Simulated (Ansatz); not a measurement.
AlBH$_{4}$O (SMILES B[O][AlH2])

Input file:

```
crystal:
  periodic: [false, false, false]
  atoms:
    - {symbol: Al, position_ang: [-0.231721, -1.057464, -0.231268]}
    - {symbol: B, position_ang: [1.210842, 1.554291, -0.680957]}
    - {symbol: O, position_ang: [0.573678, 0.400969, -0.482548]}
    - {symbol: H, position_ang: [1.267043, 2.362899, 0.209826]}
    - {symbol: H, position_ang: [0.619220, -2.260280, 0.328481]}
    - {symbol: H, position_ang: [1.722845, 1.774163, -1.748667]}
    - {symbol: H, position_ang: [-1.768967, -1.097508, -0.576887]}
basis:
  gaussian: {orbitals: def2-TZVPD}
hamiltonian: {xc: pbe0}
output: {forces: true, orbitals: {seedname: orbitals}}
```

Run with:

```sh
ansatz run input.yaml --threads 2 --pin off --max-ram 4350MiB --events-out events.jsonl --progress --plain --runs-dir runs
```

Geometry: PBE0-D4/def2-TZVP.

All numbers below come from Ansatz 0.2.0, isolated molecule in a Gaussian basis; Kohn-Sham density functional theory, functional PBE0.

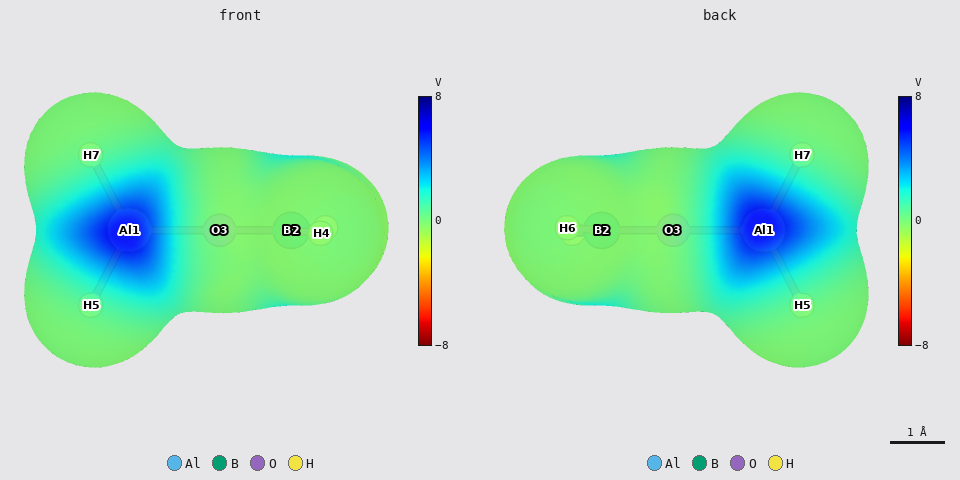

Figure 1. The molecular electrostatic potential painted on the density surface at 0.004 e/bohr³, seen from the front and from behind; red is negative and blue positive.

> Which sites attract a positive test charge, and which a negative one?

A positive charge is drawn to the negative regions and a negative charge to the positive ones. The most negative region (about −0.4 V) lies over H4 and H6, the most positive (about +6.1 V) over Al1.

> What dipole moment does the calculation give?

Its dipole moment is 1.11 D.

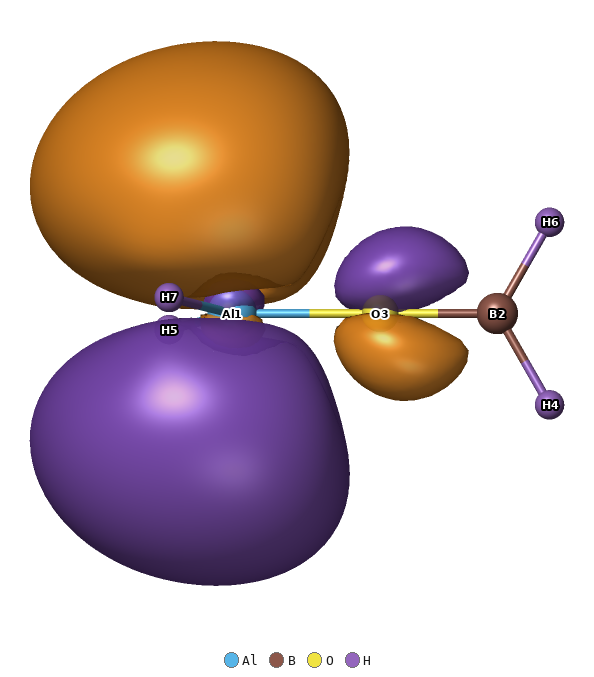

Figure 2. The LUMO at ±0.06 Å⁻³ᐟ² (orange and purple are the two phases), seen from one side.

> Describe this orbital and give its energy.

It lies mainly on Al1 (about 80 %), H5 (about 5 %) and H7 (about 5 %). Its energy is −1.30 eV.

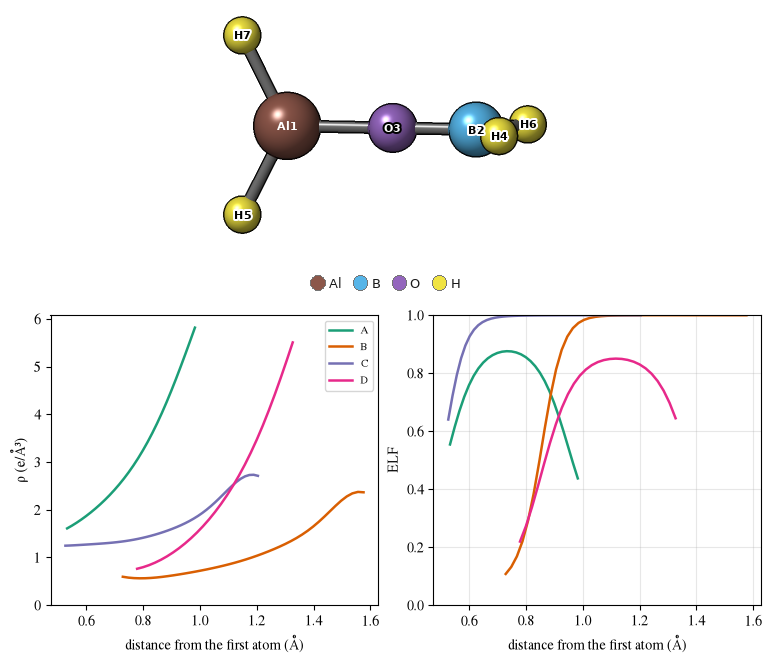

Figure 3. Total electron density and electron localisation function along straight lines between neighbouring atoms. The curves leave out the atomic cores. The structure is drawn too.

> Which curve belongs to which contact (Al–H, Al–O, B–H and B–O)? The first atom named is at distance zero.

Curve A: B–O (1.33 Å): ρ at the midpoint is about 2.2 e/Å³; the ELF peaks at about 0.90 between the atoms: a short, strongly polar bond. Curve B: Al–H (1.58 Å): ρ at the midpoint is about 0.56 e/Å³; the ELF climbs to about 1 towards the hydrogen. Curve C: B–H (1.20 Å): ρ is about 1.3 e/Å³ halfway; the ELF climbs to about 1 towards the hydrogen (a covalent bond by its length). Curve D: Al–O (1.68 Å): ρ at the midpoint is about 0.89 e/Å³; the ELF peaks at about 0.85 in the valence shell of O, 0.6 Å from its nucleus, and is about 0.40 at the midpoint.
